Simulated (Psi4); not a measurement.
**HCl (hydrogen chloride) at B2PLYP/def2-TZVPPD (density fitting for correlation)**

What is the vertical electron affinity of HCl (hydrogen chloride) at B2PLYP/def2-TZVPPD (density fitting for correlation)? 

Program for the calculation: Psi4 1.11.

2 further runs of the same task are left out: 2 set aside as unsound or not needed.

### Step 1. The system as given

HCl: 2 atoms, total charge 0, spin state singlet. As SMILES, `Cl`. The coordinates come from a PBE0-D4/def2-TZVP relaxation.

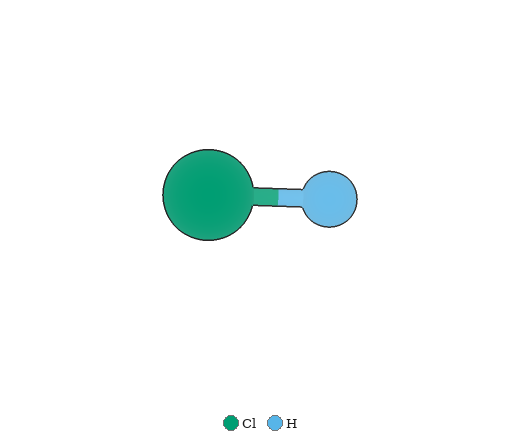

The structure, seen from a chosen angle (chlorine teal, hydrogen blue).

### Step 2. A single-point energy at B2PLYP/def2-TZVPPD (density fitting for correlation)

The input, clh.xyz:

```xyz
2
ClH
Cl     0.546000    -0.178500     0.280800
H     -0.546000     0.178500    -0.280800
```

The input, calc.py:

```python
import psi4

psi4.set_memory(1600000000)
psi4.set_num_threads(1)
psi4.set_output_file('run.log', False)

with open('clh.xyz') as f:
    atoms = ''.join(f.readlines()[2:])
molecule = psi4.geometry('0 1\n' + atoms + 'symmetry c1')

options = {'puream': True, 'e_convergence': 1e-09, 'd_convergence': 1e-08, 'scf_type': 'pk', 'dft_radial_points': 99, 'dft_spherical_points': 590, 'num_frozen_docc': 5}
psi4.set_options(options)

e, wfn = psi4.energy('b2plyp/def2-TZVPPD', return_wfn=True)
print('E =', round(e, 9))
for k, v in sorted(psi4.core.scalar_variables().items()):
    print(f'{k:45s} {v:18.10f}')
```

On the command line:

```console
$ python calc.py
```

run.log:

```text
[...]
  Running in c1 symmetry.
[...]
  Nuclear repulsion =    7.034776949773979
[...]
  Multiplicity = 1
[...]
  Nalpha       = 9
  Nbeta        = 9
[...]
    Number of basis functions: 68
[...]
   @RKS iter   1:  -460.60113626922453   -1.19854e-01   3.72696e-03 ADIIS/DIIS
[...]
   @RKS iter   9:  -460.62222982307662   -2.04636e-12   2.16375e-09 DIIS
[...]
    Orbital Energies [Eh]
    ---------------------
    Doubly Occupied:
       1A   -102.922332     2A     -9.927861     3A     -7.567450
       4A     -7.561778     5A     -7.561778     6A     -0.961957
       7A     -0.539903     8A     -0.396503     9A     -0.396503
[...]
  @RKS Final Energy:  -460.62222982307662
   => Energetics <=
    Nuclear Repulsion Energy =              7.0347769497739794
    One-Electron Energy =                -649.9245448577039497
    Two-Electron Energy =                 195.8974784126813802
    DFT Exchange-Correlation Energy =     -13.6299403278280593
    Empirical Dispersion Energy =           0.0000000000000000
    VV10 Nonlocal Energy =                  0.0000000000000000
    Total Energy =                       -460.6222298230766228
[...]
 Multipole Moments:
 ------------------------------------------------------------------------------------
     Multipole            Electronic (a.u.)      Nuclear  (a.u.)        Total (a.u.)
 ------------------------------------------------------------------------------------
 L = 1.  Multiply by 2.5417464519 to convert [e a0] to [Debye]
 Dipole X            :          0.0000000            0.0000000            0.0000000
 Dipole Y            :          0.0000000           -0.0000000            0.0000000
 Dipole Z            :          0.7514819           -1.1980385           -0.4465566
 Magnitude           :                                                    0.4465566
[...]
```

The script printed:

```text
E = -460.689190278
B2PLYP DOUBLE-HYBRID CORRECTION ENERGY             -0.0669604553
B2PLYP TOTAL ENERGY                              -460.6891902784
CURRENT ENERGY                                   -460.6891902784
CURRENT REFERENCE ENERGY                         -460.6222298231
DD SOLVATION ENERGY                                 0.0000000000
DFT FUNCTIONAL TOTAL ENERGY                      -460.6222298231
DFT TOTAL ENERGY                                 -460.6891902784
DFT VV10 ENERGY                                     0.0000000000
DFT XC ENERGY                                     -13.6299403278
DOUBLE-HYBRID CORRECTION ENERGY                    -0.0669604553
GRID ELECTRONS ALPHA                                9.0000000031
GRID ELECTRONS BETA                                 9.0000000031
GRID ELECTRONS TOTAL                               18.0000000061
NUCLEAR REPULSION ENERGY                            7.0347769498
ONE-ELECTRON ENERGY                              -649.9245448577
PCM POLARIZATION ENERGY                             0.0000000000
PE ENERGY                                           0.0000000000
SCF ITERATION ENERGY                             -460.6222298231
SCF ITERATIONS                                      9.0000000000
SCF TOTAL ENERGY                                 -460.6222298231
TWO-ELECTRON ENERGY                               195.8974784127
XC GRID RADIAL POINTS                              99.0000000000
XC GRID SPHERICAL POINTS                          590.0000000000
XC GRID TOTAL POINTS                           113696.0000000000
```

It took 5.4 s on 1 thread of Intel Xeon Platinum 8259CL at 2.50GHz (Skylake/Cascade Lake), shared host; peak memory 0.46 GiB.

### Step 3. The doublet anion, same level

The input, input.dat:

```
memory 1.6 GB

molecule molecule1 {
  -1 2
  Cl
  H 1 1.278791
  units angstrom
  symmetry c1
}

set globals {
  basis def2-TZVPPD
  reference uks
  puream true
  e_convergence 1e-09
  d_convergence 1e-08
  scf_type pk
  dft_radial_points 99
  dft_spherical_points 590
  num_frozen_docc 5
  maxiter 200
}

energy("b2plyp")
print_variables()
```

On the command line:

```console
$ psi4 -n 1 input.dat output.dat
```

output.dat:

```text
[...]
  Running in c1 symmetry.
[...]
  Nuclear repulsion =    7.034779398189383
[...]
  Multiplicity = 2
[...]
  Nalpha       = 10
  Nbeta        = 9
[...]
    Number of basis functions: 68
[...]
   @UKS iter   1:  -460.49633109514627   -1.50483e-02   4.97279e-03 ADIIS/DIIS
[...]
   @UKS iter  14:  -460.56581034238332   -1.47793e-12   3.61461e-09 DIIS
[...]
   @S^2 Observed:                7.504244426E-01
[...]
    Orbital Energies [Eh]
    ---------------------
    Alpha Occupied:
       1A   -102.711275     2A     -9.719195     3A     -7.358324
       4A     -7.352870     5A     -7.352870     6A     -0.761165
       7A     -0.337356     8A     -0.199063     9A     -0.199063
      10A      0.091609
    Alpha Virtual:
      11A      0.193017    12A      0.197453    13A      0.197453
      14A      0.285233    15A      0.357144    16A      0.357144
      17A      0.388710    18A      0.388714    19A      0.423427
      20A      0.450389    21A      0.469659    22A      0.469659
      23A      0.648995    24A      0.737451    25A      0.737451
[...]
  @UKS Final Energy:  -460.56581034238332
   => Energetics <=
    Nuclear Repulsion Energy =              7.0347793981893831
    One-Electron Energy =                -653.5778513029196120
    Two-Electron Energy =                 199.6742935313097291
    DFT Exchange-Correlation Energy =     -13.6970319689627686
    Empirical Dispersion Energy =           0.0000000000000000
    VV10 Nonlocal Energy =                  0.0000000000000000
    Total Energy =                       -460.5658103423833154
[...]
 Multipole Moments:
 ------------------------------------------------------------------------------------
     Multipole            Electronic (a.u.)      Nuclear  (a.u.)        Total (a.u.)
 ------------------------------------------------------------------------------------
 L = 1.  Multiply by 2.5417464519 to convert [e a0] to [Debye]
 Dipole X            :          0.0000000            0.0000000            0.0000000
 Dipole Y            :         -0.0000000            0.0000000           -0.0000000
 Dipole Z            :         -3.6046284            1.1980381           -2.4065903
 Magnitude           :                                                    2.4065903
[...]
```

Run time: 9.9 s. Hardware: 1 thread of Intel Xeon Platinum 8259CL at 2.50GHz (Skylake/Cascade Lake), shared host; peak memory 0.46 GiB.

### Step 4. Summary of results

Level: B2PLYP/def2-TZVPPD (density fitting for correlation), 5 core orbitals frozen.

```
                                                               quantity          value
                                              singlet HCl: total energy  -460.68919 Eh
                         singlet HCl: HOMO energy (SCF part's orbitals)      -10.79 eV
                         singlet HCl: LUMO energy (SCF part's orbitals)        0.68 eV
                       singlet HCl: HOMO–LUMO gap (SCF part's orbitals)       11.47 eV
                                            doublet anion: total energy  -460.63669 Eh
doublet anion: HOMO energy (SCF part's orbitals) (highest over α and β)        2.49 eV
 doublet anion: LUMO energy (SCF part's orbitals) (lowest over α and β)        5.25 eV
                                                    doublet anion: ⟨S²⟩          0.750
                      vertical electron affinity (to the doublet anion)      -1.429 eV
```

**Reading.** The anion lies 1.43 eV (138 kJ/mol) above the neutral: the electron isn't bound at this level, and such a value depends on the basis. The HOMO (doublet anion) lies at positive energy, 2.49 eV; only total energies tell whether the electron is bound.
